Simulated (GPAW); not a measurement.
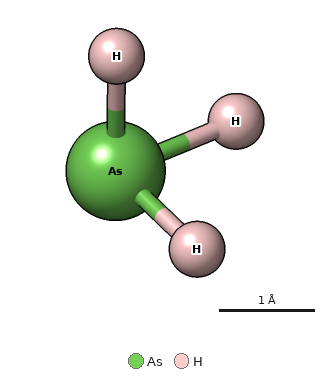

The structure (ball-and-stick view, seen at a tilt).

**Frequency calculation of AsH3**

System: AsH3.
Method: vdW-DF-cx/plane waves, scalar-relativistic datasets (GPAW 26.7.0).

The geometry was optimised with vdW-DF-cx/pw.

What the program printed:
```
---------------------
  #    meV     cm^-1
---------------------
  0    3.0i     24.4i
  1    2.6i     21.3i
  2    1.5i     12.3i
  3    0.5i      4.0i
  4    1.7      13.6
  5    3.2      26.2
  6  110.9     894.3
  7  120.1     968.4
  8  120.1     968.9
  9  260.0    2097.4
 10  262.4    2116.7
 11  262.5    2117.0
---------------------
Zero-point energy: 0.570 eV
Enthalpy components at T = 298.15 K:
===============================
Enthalpy components at T = 298.15 K:
===============================
E_pot                 12.609 eV
E_ZPE                  0.568 eV
Cv_trans (0->T)        0.039 eV
Cv_rot (0->T)          0.039 eV
Cv_vib (0->T)          0.004 eV
-------------------------------
U                     13.258 eV
===============================
(C_v -> C_p)           0.026 eV
-------------------------------
H                     13.283 eV
===============================

Entropy components at T = 298.15 K and P = 101325.0 Pa:
=================================================
{"":15s}{"S":13s}     {"T*S:13s}
S_trans (1 bar)    0.0016913 eV/K        0.504 eV
S_rot              0.0006094 eV/K        0.182 eV
S_elec             0.0000000 eV/K        0.000 eV
S_vib              0.0000155 eV/K        0.005 eV
S (1 bar -> P)    -0.0000011 eV/K       -0.000 eV
-------------------------------------------------
S                  0.0023150 eV/K        0.690 eV
=================================================

Free energy components at T = 298.15 K and P = 101325.0 Pa:
=======================
    H         13.283 eV
 -T*S         -0.690 eV
-----------------------
    G         12.593 eV
=======================
```

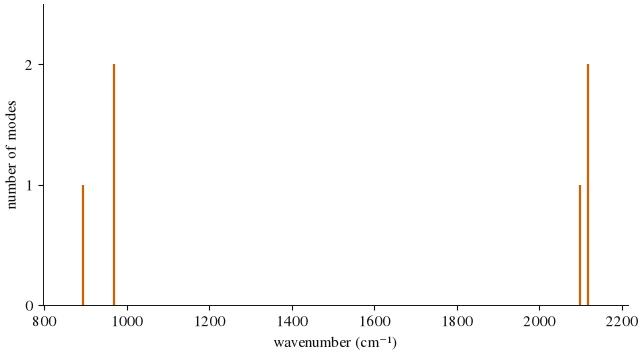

Harmonic vibrational wavenumbers from the force constants; neighbouring modes closer than 6 cm⁻¹ are counted in one stick. 6 modes from 894 to 2117 cm⁻¹, none imaginary.

The run was set up as follows.

The input (vib.py):
```python
from ase.io import read
from ase.thermochemistry import IdealGasThermo
from ase.vibrations import Vibrations
from gpaw import GPAW, PW

molecule = read('relaxed.xyz')

calculator = GPAW(mode=PW(340),
                  xc={'name': 'vdW-DF-cx', 'backend': 'libvdwxc'},
                  convergence={'density': 1e-05},
                  maxiter=100,
                  symmetry='off',
                  txt='molecule.txt')
molecule.calc = calculator

energy = molecule.get_potential_energy()
vib = Vibrations(molecule, delta=0.01)
vib.run()
vib.summary()
freqs = vib.get_frequencies()
zpe = vib.get_zero_point_energy()

thermo = IdealGasThermo(vib_energies=vib.get_energies(), potentialenergy=energy, atoms=molecule, geometry='nonlinear',
                        symmetrynumber=3, spin=0.0, ignore_imag_modes=True)
H = thermo.get_enthalpy(298.15, verbose=False)
S = thermo.get_entropy(298.15, 101325.0, verbose=False)
G = thermo.get_gibbs_energy(temperature=298.15, pressure=101325.0)
```

File relaxed.xyz:
```
4
Lattice="12.0 0.0 0.0 0.0 12.0 0.0 0.0 0.0 12.0" Properties=species:S:1:pos:R:3:magmoms:R:1:forces:R:3 free_energy=12.608761992372603 energy=12.608761992372603 dipole="0.008222806887816732 -0.01926086144976202 0.013304952969780251" magmom=0.0 pbc="F F F"
As       5.84402309       6.54150193       5.50003283       0.00000000      -0.00221906       0.00434042      -0.00259501
H        6.42089965       6.66688047       6.92606905       0.00000000      -0.00015139      -0.00443540      -0.00188041
H        4.99523551       5.32359167       5.92216676       0.00000000       0.00529671      -0.00034140       0.00124260
H        7.00800974       5.61835395       5.08192167       0.00000000      -0.00277485      -0.00037954       0.00382585
```

Run as:
```bash
python vib.py > vib.log
```

Summary:

- outcome: converged
- energy relative to the program's reference atoms: 12.6088 eV
- zero-point energy: 0.020874 hartree
- wavenumbers, lowest and highest: 894 and 2117 cm⁻¹
- hardware: 1 thread of AMD EPYC (Zen 5), 16 GiB of memory available, shared host
- wall time: 4.1 min
- peak memory: 0.69 GiB
